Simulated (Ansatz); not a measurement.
# C2H7NSSi: the cost of one run

Program: Ansatz 0.2.0 through its Python package. The levels of theory stand in the script. These are calculated values, not measurements.

**1. Starting point**

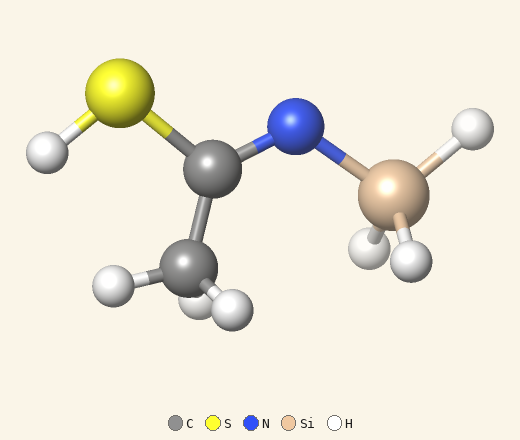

The structure that the script starts from, seen from a chosen angle (carbon grey, sulfur yellow, nitrogen blue, silicon light orange, hydrogen white).

No structure file is read: the coordinates are typed or built in the script.

**2. The script**

Contents of methods.py:

```python
# -*- coding: utf-8 -*-
"""C2H7NSSi at several levels of theory."""

from dataclasses import dataclass
from pathlib import Path
import logging
import sys

import ansatz
import numpy as np

logging.basicConfig(stream=sys.stdout, format="%(levelname)s:%(name)s:%(message)s")
logger = logging.getLogger("ansatz_job")
logger.setLevel(logging.INFO)


@dataclass
class Options:
    basis_set: str = "def2-SVP"


settings = Options()

GEOMETRY = """
C    -1.10570    0.36180    0.42950
C     0.11680   -0.30000    0.81770
S     0.19390   -0.79640    2.49090
N     1.21910   -0.56540    0.08120
Si    1.23270   -0.16890   -1.60560
H    -1.87050    0.49720    1.23850
H    -1.61330   -0.13890   -0.39120
H    -0.88480    1.43920    0.07520
H    -0.93000   -0.27570    2.98000
H     1.06930    1.30740   -1.68610
H     0.09810   -0.82890   -2.26730
H     2.55140   -0.58640   -2.12880
"""

c2h7nssi = ansatz.Crystal.molecule()
for line in GEOMETRY.strip().splitlines():
    symbol, *xyz = line.split()
    c2h7nssi = c2h7nssi.atom(symbol, [float(v) for v in xyz])

calc = c2h7nssi.calculation()
calc = calc.basis(gaussian=settings.basis_set).scf(lower_state_search="off")

logger.info("functional    E (Ha)        dipole (D)   HOMO (eV)  LUMO (eV)")
for name in ["hf", "lda", "cam_b3lyp", "pbe0"]:
    data = calc.functional(name).forces().orbitals().run(threads=1, pin="off", runs_dir="runs").report
    lines = Path(data["orbitals_path"]).read_text().splitlines()
    field_of = lambda key: [line.split("=")[1].strip() for line in lines if line.startswith(key)]
    orbitals = [(27.211386 * float(e), s, float(n)) for e, s, n in zip(field_of("Ene="), field_of("Spin="), field_of("Occup="))]
    homo = max(e for e, _, n in orbitals if n > 0.5)
    lumo = min(e for e, _, n in orbitals if n < 0.5)
    dipole = 4.803205 * np.linalg.norm(data["charge_distribution"]["dipole_moment_e_ang"])
    logger.info(f"{name:10s} {data['free_energy_ev'] / 27.211386246:14.6f} {dipole:9.3f} {homo:11.3f} {lumo:10.3f}")
```

**3. The calls as engine input**

The package turns the script's settings into the engine's input (first run):

```yaml
crystal:
  periodic: [false, false, false]
  atoms:
    - { symbol: C, position_ang: [-1.1057, 0.3618, 0.4295] }
    - { symbol: C, position_ang: [0.1168, -0.3, 0.8177] }
    - { symbol: S, position_ang: [0.1939, -0.7964, 2.4909] }
    - { symbol: "N", position_ang: [1.2191, -0.5654, 0.0812] }
    - { symbol: Si, position_ang: [1.2327, -0.1689, -1.6056] }
    - { symbol: H, position_ang: [-1.8705, 0.4972, 1.2385] }
    - { symbol: H, position_ang: [-1.6133, -0.1389, -0.3912] }
    - { symbol: H, position_ang: [-0.8848, 1.4392, 0.0752] }
    - { symbol: H, position_ang: [-0.93, -0.2757, 2.98] }
    - { symbol: H, position_ang: [1.0693, 1.3074, -1.6861] }
    - { symbol: H, position_ang: [0.0981, -0.8289, -2.2673] }
    - { symbol: H, position_ang: [2.5514, -0.5864, -2.1288] }
basis:
  gaussian:
    orbitals: def2-SVP
hamiltonian:
  xc: hf
scf:
  lower_state_search: "off"
output:
  orbitals: {}
  forces: true
```

**4. The run**

Command:

```bash
$ python methods.py
```

Q: Estimate wall time and peak memory on 1 thread of Arm Neoverse V2, shared host.

About 12 s, with a peak of 0.3 GiB.
